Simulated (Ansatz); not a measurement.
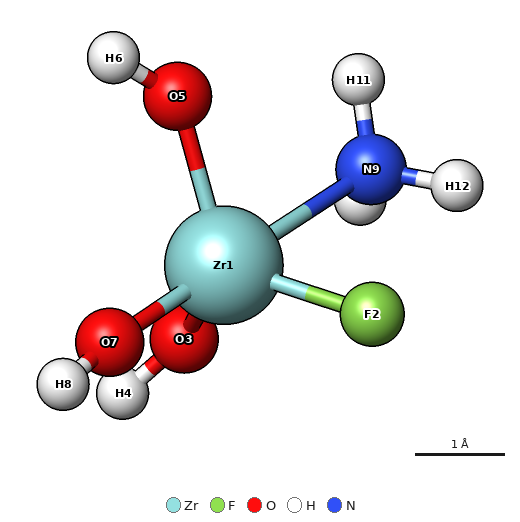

Figure 1. The structure as given in the input (ball-and-stick view, seen at a tilt; atoms are numbered from 1 in the order of the input). Sticks mark near contacts. Bond lengths as drawn: F–Zr 1.95 Å, H–N 1.02 Å, H–O 0.96 Å, N–Zr 2.47 Å and O–Zr 1.94 to 1.98 Å.

## ZrNH6O3F: nudged elastic band (part 1 of 2)

The run: nudged elastic band of ZrNH6O3F. Method and program: RKS B3LYP/def2-SVP (Ansatz 0.2.0).

It belongs to a series of runs on one base structure; here: band between the two ends. Figures and captions count atoms from 1; the log counts them from 0 in places.

### Input
```yaml
crystal:
  periodic: [false, false, false]
  atoms:
    - { symbol: Zr, position_ang: [0.014732, 0.005759, 0.292564] }
    - { symbol: F, position_ang: [-0.201713, -0.235319, 2.21977] }
    - { symbol: O, position_ang: [1.82161, -0.314319, -0.461429] }
    - { symbol: H, position_ang: [2.164872, -0.992843, -1.051918] }
    - { symbol: O, position_ang: [-1.008783, 1.479481, -0.55172] }
    - { symbol: H, position_ang: [-1.73885, 1.492265, -1.179028] }
    - { symbol: O, position_ang: [-0.945708, -1.54984, -0.362443] }
    - { symbol: H, position_ang: [-1.442314, -2.346488, -0.554273] }
    - { symbol: "N", position_ang: [1.236694, 1.965157, 1.15807] }
    - { symbol: H, position_ang: [2.204313, 1.935002, 0.83132] }
    - { symbol: H, position_ang: [0.810992, 2.823543, 0.803304] }
    - { symbol: H, position_ang: [1.249354, 2.017403, 2.178282] }
basis:
  gaussian: { orbitals: def2-SVP }
hamiltonian:
  xc: b3lyp
neb:
  order_check: false
  images: 7
  f_tol: 0.05
  max_iterations: 60
  final_atoms:
    - { symbol: Zr, position_ang: [0.00643422, 0.0130365, 0.28639005] }
    - { symbol: F, position_ang: [-0.29331064, -0.16560933, 2.2093027] }
    - { symbol: O, position_ang: [1.83187727, -0.36875475, -0.38368169] }
    - { symbol: H, position_ang: [2.1978451, -1.08332543, -0.91494226] }
    - { symbol: O, position_ang: [-0.95221351, 1.48149835, -0.63610108] }
    - { symbol: H, position_ang: [-1.64178375, 1.48766595, -1.30814995] }
    - { symbol: O, position_ang: [-0.96303558, -1.54046544, -0.36057205] }
    - { symbol: H, position_ang: [-1.47271716, -2.32854199, -0.55428171] }
    - { symbol: "N", position_ang: [1.22344773, 1.97173365, 1.15579934] }
    - { symbol: H, position_ang: [1.92926299, 2.26961745, 0.47933192] }
    - { symbol: H, position_ang: [0.59522218, 2.76263183, 1.312491] }
    - { symbol: H, position_ang: [1.70417017, 1.78031422, 2.03691273] }
  initial_path:
    images:
      - { positions_ang: [[0.014732, 0.005759, 0.292564], [-0.201713, -0.235319, 2.21977], [1.82161, -0.314319, -0.461429], [2.164872, -0.992843, -1.051918], [-1.008783, 1.479481, -0.55172], [-1.73885, 1.492265, -1.179028], [-0.945708, -1.54984, -0.362443], [-1.442314, -2.346488, -0.554273], [1.236694, 1.965157, 1.15807], [2.204313, 1.935002, 0.83132], [0.810992, 2.823543, 0.803304], [1.249354, 2.017403, 2.178282]] }
      - { positions_ang: [[0.01152613, 0.00437817, 0.21871873], [-0.15269228, -0.17832034, 2.24661711], [1.85523872, -0.23418416, -0.51751726], [2.1923386, -0.98085393, -0.99007311], [-1.00011609, 1.53203277, -0.58624013], [-1.7868234, 1.4836668, -1.11328355], [-0.95117932, -1.58450198, -0.44701738], [-1.43768301, -2.29925692, -0.39853736], [1.2554969, 1.97021303, 1.06839522], [2.19491033, 1.91238967, 0.97601151], [0.8607953, 2.85877886, 0.73432019], [1.12338712, 1.79545902, 2.13110503]] }
      - { positions_ang: [[0.00832027, 0.00299734, 0.14487345], [-0.10367155, -0.12132168, 2.27346422], [1.88886745, -0.15404933, -0.57360552], [2.2198052, -0.96886485, -0.92822822], [-0.99144919, 1.58458454, -0.62076026], [-1.83479681, 1.47506861, -1.0475391], [-0.95665064, -1.61916396, -0.53159177], [-1.43305202, -2.25202583, -0.24280173], [1.2742998, 1.97526905, 0.97872045], [2.18550766, 1.88977733, 1.12070302], [0.9105986, 2.89401472, 0.66533638], [0.99742023, 1.57351505, 2.08392807]] }
      - { positions_ang: [[0.0051144, 0.00161651, 0.07102818], [-0.05465083, -0.06432302, 2.30031133], [1.92249617, -0.07391449, -0.62969378], [2.24727179, -0.95687578, -0.86638332], [-0.98278228, 1.63713631, -0.65528038], [-1.88277021, 1.46647041, -0.98179464], [-0.96212196, -1.65382593, -0.61616615], [-1.42842103, -2.20479475, -0.08706609], [1.29310271, 1.98032508, 0.88904567], [2.17610499, 1.867165, 1.26539453], [0.9604019, 2.92925059, 0.59635257], [0.87145335, 1.35157107, 2.0367511]] }
      - { positions_ang: [[0.00190854, 0.00023568, -0.00281709], [-0.00563011, -0.00732436, 2.32715845], [1.95612489, 0.00622035, -0.68578204], [2.27473839, -0.9448867, -0.80453843], [-0.97411538, 1.68968808, -0.68980051], [-1.93074361, 1.45787222, -0.91605019], [-0.96759328, -1.68848791, -0.70074054], [-1.42379003, -2.15756367, 0.06866954], [1.31190561, 1.98538111, 0.79937089], [2.16670233, 1.84455266, 1.41008604], [1.0102052, 2.96448645, 0.52736875], [0.74548647, 1.1296271, 1.98957413]] }
      - { positions_ang: [[0.00303996, 0.00343589, 0.06948469], [-0.07755024, -0.0468956, 2.29769451], [1.92506299, -0.08752343, -0.61025695], [2.25551507, -0.97949638, -0.83213939], [-0.96863991, 1.63764065, -0.67637566], [-1.85850365, 1.46532065, -1.01407513], [-0.96645386, -1.65148229, -0.61569841], [-1.43602182, -2.20030825, -0.08706827], [1.28979114, 1.98196924, 0.888478], [2.10734249, 1.95081886, 1.17739751], [0.90645944, 2.91402279, 0.72364932], [0.98515739, 1.29229888, 2.00140878]] }
      - { positions_ang: [[0.00417138, 0.00663609, 0.14178648], [-0.14947037, -0.08646684, 2.26823057], [1.89400108, -0.1812672, -0.53473186], [2.23629174, -1.01410606, -0.85974035], [-0.96316445, 1.58559321, -0.6629508], [-1.78626368, 1.47276908, -1.11210007], [-0.96531443, -1.61447667, -0.53065629], [-1.4482536, -2.24305283, -0.24280608], [1.26767667, 1.97855738, 0.97758512], [2.04798266, 2.05708506, 0.94470898], [0.80271369, 2.86355914, 0.91992988], [1.22482832, 1.45497066, 2.01324343]] }
      - { positions_ang: [[0.0053028, 0.00983629, 0.21408827], [-0.22139051, -0.12603809, 2.23876664], [1.86293917, -0.27501098, -0.45920677], [2.21706842, -1.04871574, -0.88734131], [-0.95768898, 1.53354578, -0.64952594], [-1.71402372, 1.48021752, -1.21012501], [-0.96417501, -1.57747106, -0.44561417], [-1.46048538, -2.28579741, -0.3985439], [1.2455622, 1.97514551, 1.06669223], [1.98862282, 2.16335125, 0.71202045], [0.69896793, 2.81309548, 1.11621044], [1.46449924, 1.61764244, 2.02507808]] }
      - { positions_ang: [[0.00643422, 0.0130365, 0.28639005], [-0.29331064, -0.16560933, 2.2093027], [1.83187727, -0.36875475, -0.38368169], [2.1978451, -1.08332543, -0.91494226], [-0.95221351, 1.48149835, -0.63610108], [-1.64178375, 1.48766595, -1.30814995], [-0.96303558, -1.54046544, -0.36057205], [-1.47271716, -2.32854199, -0.55428171], [1.22344773, 1.97173365, 1.15579934], [1.92926299, 2.26961745, 0.47933192], [0.59522218, 2.76263183, 1.312491], [1.70417017, 1.78031422, 2.03691273]] }
```

Run as:
```bash
ansatz run input.yaml --threads 4 --pin off --max-ram 5120MiB --backend cpu --events-out ev --progress --plain --runs-dir out
```

### Output
```
Engine: ansatz 0.2.0, aarch64-unknown-linux-gnu
Functional definition: B3LYP
  parameter a0 = 0.2
  parameter ax = 0.72
  parameter ac = 0.81
  exchange = (1 - a0 - ax)*slater_x + ax*b88_x + a0*exact_x
  correlation = (1 - ac)*vwn_rpa_c + ac*lyp_c
1400 factors; integrals over basis functions are off by at most 3.9e-4 eV
mean field evaluation 1: about -11705.7116 eV, gradient 1.1e2 eV
mean field evaluation 2: about -11624.5816 eV, gradient 2.3e2 eV
mean field evaluation 4: about -11726.6903 eV, gradient 1.3e1 eV
mean field evaluation 8: about -11727.0362 eV, gradient 2.7e-1 eV
mean field evaluation 16: about -11727.0363 eV, gradient 4.0e-5 eV
mean field -11727.03633900 eV, -430.9606365874 hartree, gradient 4.0e-5 eV, S^2 0.000000; 0 other end points of the search recorded, 0 dependent functions left out
the calculation of the forces begins
reference -11727.03670701 eV, -430.9606501118 hartree; 29, 29 occupied and 102, 102 virtual orbitals, 1400 factors
1400 factors; integrals over basis functions are off by at most 3.6e-4 eV
mean field evaluation 32: about -11727.0342 eV, gradient 7.3e-5 eV
mean field -11727.03416972 eV, -430.9605568680 hartree, gradient 4.0e-5 eV, S^2 0.000000; 0 other end points of the search recorded, 0 dependent functions left out
[... from here on the field's lines of each further geometry are left out, up to the last ...]
NEB iter   1: max|band force component| = 2.341e1 eV/Å  barrier→ = 4.7158 eV  barrier← = 4.7136 eV  Δτ_max = 0.2000 Å  (264 SCF iters)
NEB iter   2: max|band force component| = 2.960e0 eV/Å  barrier→ = 2.4524 eV  barrier← = 2.4503 eV  Δτ_max = 0.1982 Å  (244 SCF iters)
NEB iter   3: max|band force component| = 6.163e0 eV/Å  barrier→ = 1.3235 eV  barrier← = 1.3213 eV  Δτ_max = 0.0991 Å  (233 SCF iters)
NEB iter   4: max|band force component| = 1.455e0 eV/Å  barrier→ = 0.8342 eV  barrier← = 0.8320 eV  Δτ_max = 0.1986 Å  (214 SCF iters)
NEB iter   5: max|band force component| = 2.749e0 eV/Å  barrier→ = 0.4264 eV  barrier← = 0.4243 eV  Δτ_max = 0.1003 Å  (220 SCF iters)
NEB iter   6: max|band force component| = 9.667e-1 eV/Å  barrier→ = 0.2450 eV  barrier← = 0.2428 eV  Δτ_max = 0.1996 Å  (212 SCF iters)
NEB iter   7: max|band force component| = 8.855e-1 eV/Å  barrier→ = 0.1364 eV  barrier← = 0.1342 eV  Δτ_max = 0.1999 Å  (212 SCF iters)
NEB iter   8: max|band force component| = 5.187e-1 eV/Å  barrier→ = 0.0605 eV  barrier← = 0.0583 eV  Δτ_max = 0.1985 Å  (212 SCF iters)
NEB iter   9: max|band force component| = 5.854e-1 eV/Å  barrier→ = 0.0335 eV  barrier← = 0.0313 eV  Δτ_max = 0.1969 Å  (207 SCF iters)
NEB iter  10: max|band force component| = 6.938e-1 eV/Å  barrier→ = 0.0349 eV  barrier← = 0.0328 eV  Δτ_max = 0.1007 Å  (209 SCF iters)
NEB iter  11: max|band force component| = 4.238e-1 eV/Å  barrier→ = 0.0161 eV  barrier← = 0.0139 eV  CI = image 5  Δτ_max = 0.1008 Å  (216 SCF iters)
NEB iter  12: max|band force component| = 4.513e-1 eV/Å  barrier→ = 0.0107 eV  barrier← = 0.0085 eV  CI = image 2  Δτ_max = 0.0506 Å  (218 SCF iters)
NEB iter  13: max|band force component| = 2.437e-1 eV/Å  barrier→ = 0.0108 eV  barrier← = 0.0086 eV  CI = image 3  Δτ_max = 0.0503 Å  (219 SCF iters)
NEB iter  14: max|band force component| = 2.822e-1 eV/Å  barrier→ = 0.0052 eV  barrier← = 0.0031 eV  CI = image 7  Δτ_max = 0.0999 Å  (220 SCF iters)
NEB iter  15: max|band force component| = 2.063e-1 eV/Å  barrier→ = 0.0058 eV  barrier← = 0.0037 eV  CI = image 3  Δτ_max = 0.1003 Å  (219 SCF iters)
NEB iter  16: max|band force component| = 3.077e-1 eV/Å  barrier→ = 0.0212 eV  barrier← = 0.0190 eV  CI = image 5  Δτ_max = 0.0500 Å  (216 SCF iters)
NEB iter  17: max|band force component| = 2.208e-1 eV/Å  barrier→ = 0.0164 eV  barrier← = 0.0142 eV  CI = image 5  Δτ_max = 0.1000 Å  (220 SCF iters)
NEB iter  18: max|band force component| = 1.503e-1 eV/Å  barrier→ = 0.0124 eV  barrier← = 0.0102 eV  CI = image 1  Δτ_max = 0.1000 Å  (216 SCF iters)
NEB iter  19: max|band force component| = 1.696e-1 eV/Å  barrier→ = 0.0221 eV  barrier← = 0.0199 eV  CI = image 1  Δτ_max = 0.0912 Å  (215 SCF iters)
NEB iter  20: max|band force component| = 1.588e-1 eV/Å  barrier→ = 0.0145 eV  barrier← = 0.0124 eV  CI = image 1  Δτ_max = 0.0982 Å  (223 SCF iters)
NEB iter  21: max|band force component| = 9.201e-1 eV/Å  barrier→ = 0.0212 eV  barrier← = 0.0191 eV  CI = image 5  Δτ_max = 0.0498 Å  (219 SCF iters)
NEB iter  22: max|band force component| = 1.767e-1 eV/Å  barrier→ = 0.0185 eV  barrier← = 0.0164 eV  CI = image 1  Δτ_max = 0.0988 Å  (223 SCF iters)
NEB iter  23: max|band force component| = 1.031e0 eV/Å  barrier→ = 0.0260 eV  barrier← = 0.0239 eV  CI = image 5  Δτ_max = 0.0503 Å  (213 SCF iters)
NEB iter  24: max|band force component| = 3.831e-1 eV/Å  barrier→ = 0.0248 eV  barrier← = 0.0227 eV  CI = image 1  Δτ_max = 0.0526 Å  (211 SCF iters)
NEB iter  25: max|band force component| = 1.191e-1 eV/Å  barrier→ = 0.0219 eV  barrier← = 0.0197 eV  CI = image 1  Δτ_max = 0.0551 Å  (221 SCF iters)
NEB iter  26: max|band force component| = 1.387e-1 eV/Å  barrier→ = 0.0281 eV  barrier← = 0.0260 eV  CI = image 1  Δτ_max = 0.0487 Å  (217 SCF iters)
NEB iter  27: max|band force component| = 1.462e-1 eV/Å  barrier→ = 0.0347 eV  barrier← = 0.0325 eV  CI = image 1  Δτ_max = 0.0500 Å  (208 SCF iters)
NEB iter  28: max|band force component| = 1.529e-1 eV/Å  barrier→ = 0.0416 eV  barrier← = 0.0394 eV  CI = image 1  Δτ_max = 0.0389 Å  (216 SCF iters)
NEB iter  29: max|band force component| = 1.652e-1 eV/Å  barrier→ = 0.0480 eV  barrier← = 0.0458 eV  CI = image 1  Δτ_max = 0.0406 Å  (216 SCF iters)
NEB iter  30: max|band force component| = 1.740e-1 eV/Å  barrier→ = 0.0544 eV  barrier← = 0.0523 eV  CI = image 1  Δτ_max = 0.0406 Å  (216 SCF iters)
NEB iter  31: max|band force component| = 1.813e-1 eV/Å  barrier→ = 0.0608 eV  barrier← = 0.0587 eV  CI = image 1  Δτ_max = 0.0385 Å  (197 SCF iters)
NEB iter  32: max|band force component| = 1.908e-1 eV/Å  barrier→ = 0.0668 eV  barrier← = 0.0646 eV  CI = image 1  Δτ_max = 0.0467 Å  (198 SCF iters)
NEB iter  33: max|band force component| = 1.999e-1 eV/Å  barrier→ = 0.0722 eV  barrier← = 0.0700 eV  CI = image 1  Δτ_max = 0.0403 Å  (199 SCF iters)
NEB iter  34: max|band force component| = 2.083e-1 eV/Å  barrier→ = 0.0774 eV  barrier← = 0.0753 eV  CI = image 1  Δτ_max = 0.0432 Å  (194 SCF iters)
NEB iter  35: max|band force component| = 2.120e-1 eV/Å  barrier→ = 0.0824 eV  barrier← = 0.0803 eV  CI = image 1  Δτ_max = 0.0529 Å  (206 SCF iters)
NEB iter  36: max|band force component| = 2.166e-1 eV/Å  barrier→ = 0.0871 eV  barrier← = 0.0849 eV  CI = image 1  Δτ_max = 0.0739 Å  (203 SCF iters)
NEB iter  37: max|band force component| = 2.166e-1 eV/Å  barrier→ = 0.0910 eV  barrier← = 0.0888 eV  CI = image 1  Δτ_max = 0.0997 Å  (199 SCF iters)
NEB iter  38: max|band force component| = 2.173e-1 eV/Å  barrier→ = 0.0932 eV  barrier← = 0.0911 eV  CI = image 1  Δτ_max = 0.0997 Å  (198 SCF iters)
NEB iter  39: max|band force component| = 2.122e-1 eV/Å  barrier→ = 0.0938 eV  barrier← = 0.0916 eV  CI = image 1  Δτ_max = 0.0997 Å  (198 SCF iters)
NEB iter  40: max|band force component| = 2.126e-1 eV/Å  barrier→ = 0.0936 eV  barrier← = 0.0914 eV  CI = image 1  Δτ_max = 0.1526 Å  (198 SCF iters)
NEB iter  41: max|band force component| = 2.120e-1 eV/Å  barrier→ = 0.0929 eV  barrier← = 0.0908 eV  CI = image 1  Δτ_max = 0.1972 Å  (202 SCF iters)
NEB iter  42: max|band force component| = 2.131e-1 eV/Å  barrier→ = 0.0901 eV  barrier← = 0.0879 eV  CI = image 1  Δτ_max = 0.1965 Å  (206 SCF iters)
NEB iter  43: max|band force component| = 2.132e-1 eV/Å  barrier→ = 0.0851 eV  barrier← = 0.0830 eV  CI = image 1  Δτ_max = 0.0993 Å  (207 SCF iters)
NEB iter  44: max|band force component| = 2.643e-1 eV/Å  barrier→ = 0.0715 eV  barrier← = 0.0693 eV  CI = image 1  Δτ_max = 0.0497 Å  (219 SCF iters)
NEB iter  45: max|band force component| = 2.300e-1 eV/Å  barrier→ = 0.0674 eV  barrier← = 0.0652 eV  CI = image 1  Δτ_max = 0.0994 Å  (219 SCF iters)
NEB iter  46: max|band force component| = 1.828e-1 eV/Å  barrier→ = 0.0565 eV  barrier← = 0.0543 eV  CI = image 1  Δτ_max = 0.1479 Å  (215 SCF iters)
NEB iter  47: max|band force component| = 1.388e-1 eV/Å  barrier→ = 0.0380 eV  barrier← = 0.0358 eV  CI = image 1  Δτ_max = 0.0840 Å  (211 SCF iters)
NEB iter  48: max|band force component| = 1.237e-1 eV/Å  barrier→ = 0.0293 eV  barrier← = 0.0272 eV  CI = image 1  Δτ_max = 0.0422 Å  (220 SCF iters)
```
